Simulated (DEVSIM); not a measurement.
Device: Si p+/n-/n+ power diode, at 300 K.

| layer (left to right) | material | thickness (μm) | Nd (cm⁻³) | Na (cm⁻³) | τn (s) | τp (s) |
|---|---|---|---|---|---|---|
| 1 | Si | 8.50 | - | 3.4e18 | 1.4e-6 | 1.4e-6 |
| 2 | Si | 3.90 | 1.2e14 | - | 1.4e-6 | 1.4e-6 |
| 3 | Si | 4.70 | 1.6e18 | - | 1.4e-6 | 1.4e-6 |

Left contact: ohmic. Right contact: ohmic. Voltage is applied to the left contact. Recombination: SRH at mid-gap. Mobility is μmin + (μ − μmin)/(1 + (N/Nref)^α).

Constants are typed, rounded textbook-type inputs, not results; the design itself was drawn at random and stands for no fabricated device. Values at 300 K.

```csv
parameter,Si
gap (eV),1.124
affinity (eV),4.05
permittivity,11.7
Nc (cm⁻³),2.86e19
Nv (cm⁻³),3.1e19
μn (cm²/Vs),1417
μp (cm²/Vs),470
"μn,min",52
"μp,min",45
"Nref,n",9.7e16
"Nref,p",2.2e17
αn,0.68
αp,0.72
```

Model (solved in DEVSIM): 1D drift-diffusion, Boltzmann statistics, complete ionisation; no tunnelling, impact ionisation, image-force lowering or self-heating.

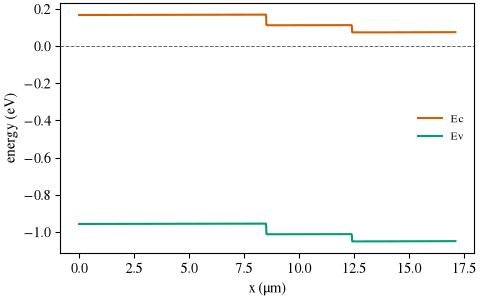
*Band edges at 0.9 V on the left contact*

Energies count from the Fermi level of the right contact; mesh points crowd at the junctions.

| x (μm) | Ec (eV) | Ev (eV) | n (cm⁻³) | p (cm⁻³) | field (V/cm) |
|---|---|---|---|---|---|
| 0.000 | 0.167 | -0.957 | < 1e2 | 3.4e18 | ≈ 0 |
| 0.06082 | 0.167 | -0.957 | 3.0e14 | 3.4e18 | ≈ 0 |
| 0.2629 | 0.167 | -0.957 | 1.3e15 | 3.4e18 | ≈ 0 |
| 0.9861 | 0.167 | -0.957 | 4.8e15 | 3.4e18 | ≈ 0 |
| 5.035 | 0.168 | -0.956 | 2.4e16 | 3.4e18 | ≈ 0 |
| 7.492 | 0.169 | -0.955 | 3.6e16 | 3.4e18 | ≈ 0 |
| 8.231 | 0.169 | -0.955 | 4.0e16 | 3.4e18 | ≈ 0 |
| 8.469 | 0.169 | -0.955 | 4.1e16 | 3.4e18 | ≈ 0 |
| 8.511 | 0.115 | -1.009 | 3.3e17 | 4.3e17 | -7500 |
| 8.598 | 0.112 | -1.012 | 3.7e17 | 3.7e17 | ≈ 0 |
| 8.884 | 0.112 | -1.012 | 3.7e17 | 3.7e17 | ≈ 0 |
| 10.53 | 0.112 | -1.012 | 3.7e17 | 3.7e17 | ≈ 0 |
| 11.88 | 0.112 | -1.012 | 3.7e17 | 3.7e17 | ≈ 0 |
| 12.27 | 0.112 | -1.012 | 3.7e17 | 3.7e17 | ≈ 0 |
| 12.39 | 0.107 | -1.017 | 4.5e17 | 3.0e17 | -12000 |
| 12.44 | 0.073 | -1.051 | 1.7e18 | 7.9e16 | ≈ 0 |
| 12.60 | 0.073 | -1.051 | 1.7e18 | 7.7e16 | ≈ 0 |
| 13.13 | 0.073 | -1.051 | 1.7e18 | 6.8e16 | ≈ 0 |
| 15.66 | 0.074 | -1.050 | 1.6e18 | 2.5e16 | ≈ 0 |
| 16.71 | 0.074 | -1.050 | 1.6e18 | 6.8e15 | ≈ 0 |
| 17.00 | 0.075 | -1.050 | 1.6e18 | 1.7e15 | ≈ 0 |
| 17.10 | 0.075 | -1.050 | 1.6e18 | < 1e2 | ≈ 0 |
